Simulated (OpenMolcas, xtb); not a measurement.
**InClF2 (SMILES [F][In]([F])[Cl]): methods side by side**

InClF2: 4 atoms, total charge 0, spin state singlet. As SMILES, `[F][In]([F])[Cl]`. Geometry: relaxed at PBE0-D4/def2-TZVP.

Each level gives the dipole moment (D). The values are calculated.

| level | kind | program | value (D) | CPU time |
| --- | --- | --- | --- | --- |
| GFN1-xTB | semi-empirical | xtb | 2.25 | under 2 s |
| HF/def2-SVP (core potential) | Hartree–Fock | OpenMolcas | 1.37 | 8.8 s |
| SVWN5/def2-SVP (core potential) | LDA | OpenMolcas | 1.17 | 11 s |
| BP86/def2-SVP (core potential) | GGA | OpenMolcas | 1.04 | 26 s |
| TPSS/def2-SVP (core potential) | meta-GGA | OpenMolcas | 0.95 | 17 s |
| PBE0/def2-SVP (core potential) | global hybrid | OpenMolcas | 1.16 | 23 s |

The values span 0.95 to 2.25 D. Magnitudes only: a small dipole may point the other way at some levels. CPU times are rough (shared hosts, several kinds of processor): they show what a rung costs within a factor of a few.

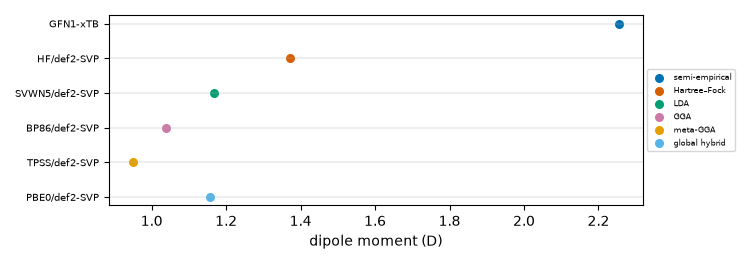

The values of the table, level by level.
